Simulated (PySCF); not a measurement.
Consider C₅H₁₆Si₂ (SMILES CC[C@H](C)[SiH2]C[SiH3]).

| atom | x (Å) | y (Å) | z (Å) |
| --- | --- | --- | --- |
| C | -2.6291 | 1.1629 | -0.0906 |
| C | -1.2960 | 0.5365 | -0.4765 |
| C | -0.7587 | -0.4904 | 0.5299 |
| C | -0.4545 | 0.1103 | 1.9035 |
| Si | 0.7123 | -1.4382 | -0.2019 |
| C | 2.0565 | -0.3284 | -0.9272 |
| Si | 2.8607 | 0.9504 | 0.1917 |
| H | -2.9890 | 1.8476 | -0.8738 |
| H | -3.4013 | 0.3909 | 0.0586 |
| H | -2.5554 | 1.7433 | 0.8416 |
| H | -0.5441 | 1.3353 | -0.6112 |
| H | -1.4025 | 0.0567 | -1.4661 |
| H | -1.5342 | -1.2706 | 0.6621 |
| H | -1.3627 | 0.5011 | 2.3894 |
| H | -0.0171 | -0.6343 | 2.5865 |
| H | 0.2576 | 0.9481 | 1.8293 |
| H | 1.3201 | -2.3093 | 0.8558 |
| H | 0.2026 | -2.3263 | -1.2979 |
| H | 1.6506 | 0.1902 | -1.8131 |
| H | 2.8539 | -0.9963 | -1.2985 |
| H | 3.2561 | 0.3457 | 1.5017 |
| H | 1.9261 | 2.0856 | 0.4652 |
| H | 4.0873 | 1.5168 | -0.4523 |

Geometry: PBE0-D3(BJ)/def2-SVP.

All numbers below come from PBE0/pcSseg-1, SCF density, gas phase, non-relativistic (PySCF 2.14.0).

Q: What can the converged electron density and electron localisation function tell about the bonding?

A: C–C (1.52 Å): the density is about 1.6 e/Å³ at the midpoint; the ELF peaks at about 0.95 between the atoms; a shared electron pair.
C–Si (1.90 Å): ρ at the midpoint is about 0.94 e/Å³; the ELF peaks at about 0.95 between the atoms (localised, covalent bonding).
C–H (1.10 Å): the density is about 1.9 e/Å³ at the midpoint; the ELF climbs to about 1 towards the hydrogen, as it does in any bond to H; a covalent bond by its length.
Si–H (1.50 Å): ρ at the midpoint is about 0.77 e/Å³; the ELF climbs to about 1 towards the hydrogen.

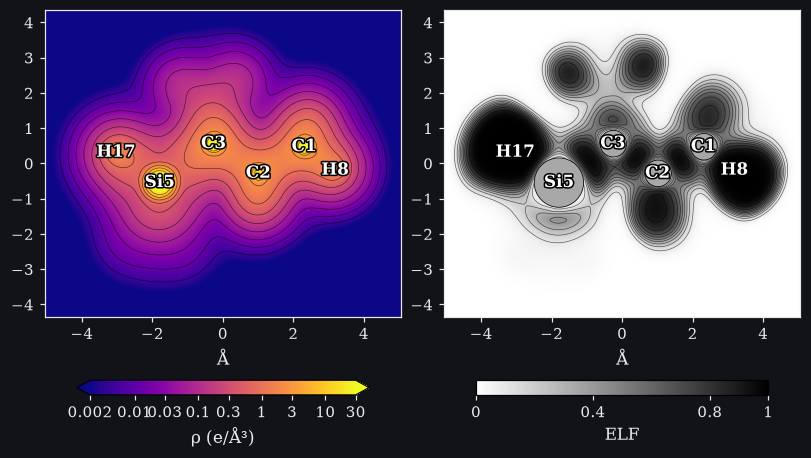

Computed electron density and electron localisation function on the plane of atoms C3, Si5 and H17, in this order. Grey discs cover the atomic cores in the ELF map. 
